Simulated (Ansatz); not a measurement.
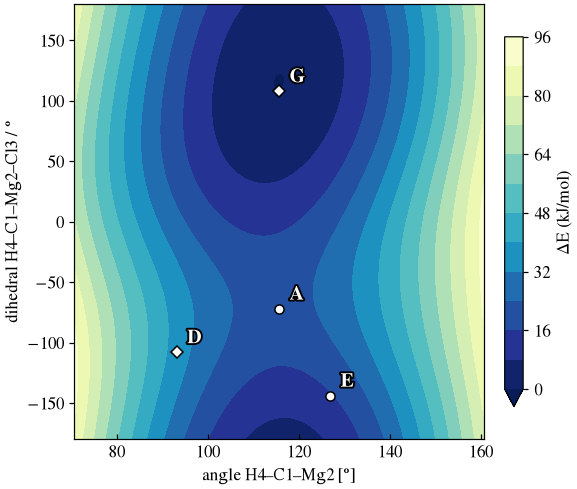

CH2ClMg, SMILES [CH2-][Mg][Cl], charge −1. First axis: angle H4–C1–Mg2. Second axis: dihedral H4–C1–Mg2–Cl3. Nothing is relaxed (all other coordinates rigid). The grid has 9 × 10 points. All energies are given in kJ/mol relative to the lowest grid point. The restricted reference is unstable at some or all points, so the energies there are unreliable. Computed with Ansatz, RHF-MP2, frozen core/def2-TZVPD.

Drawn: filled contours, lettered points. Between grid points the surface is interpolated.

Is E the lowest point of the computed grid?

No. E lies 15 kJ/mol above the lowest grid point, which is at angle H4–C1–Mg2 = 115.7°, dihedral H4–C1–Mg2–Cl3 = 108°.

Rank the lettered points by energy, lowest first.

G (0 kJ/mol), E (15 kJ/mol), A (21 kJ/mol), D (36 kJ/mol).

What kind of point is each of A, D, E, G: minimum, saddle, maximum or slope?

A: saddle point; D: on a slope; E: on a slope; G: minimum. (In these two coordinates alone; a stationary point may lie a little off the grid point.)
